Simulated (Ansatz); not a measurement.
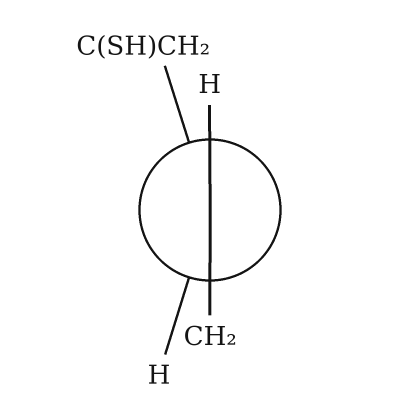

A Newman projection along the C–N bond, carbon in front; angles are drawn as computed, but eclipsed bonds slightly apart. The geometry was computed by an optimisation with PBE-D4/def2-SVP. No frequency run is at hand to confirm it as a minimum.

Q: Which molecule is it?

A: C4H7NS, C=CNC(=C)S

Q: What is the torsion angle from the front CH2 to the back C(SH)CH2? The sign is positive where the front bond must turn clockwise to cover the back bond.

A: 179°, antiperiplanar (anti).
